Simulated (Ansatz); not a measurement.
Start from KI in the rock salt structure (space group Fm-3m, No. 225; a = 7.182 Å).

Perturbation: every lattice vector is shortened by 0.50 %, atoms relaxed at fixed cell.

Level of theory: Ansatz (an electronic-structure program) PBE, scalar-relativistic without spin-orbit coupling.

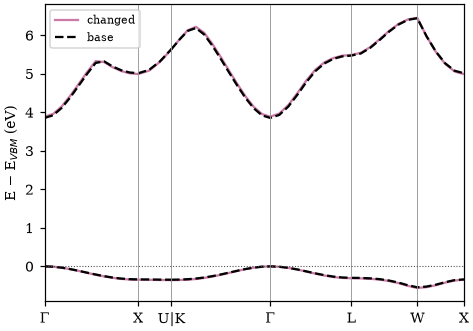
Figure: Highest valence and lowest conduction band along the path, each from its own valence-band maximum

The gap is 3.89 eV, direct at Γ; the base has 3.86 eV.

With I present, leaving out spin-orbit coupling can change the band edges. The cells carry an imposed strain or load. No phonon test of stability was made.
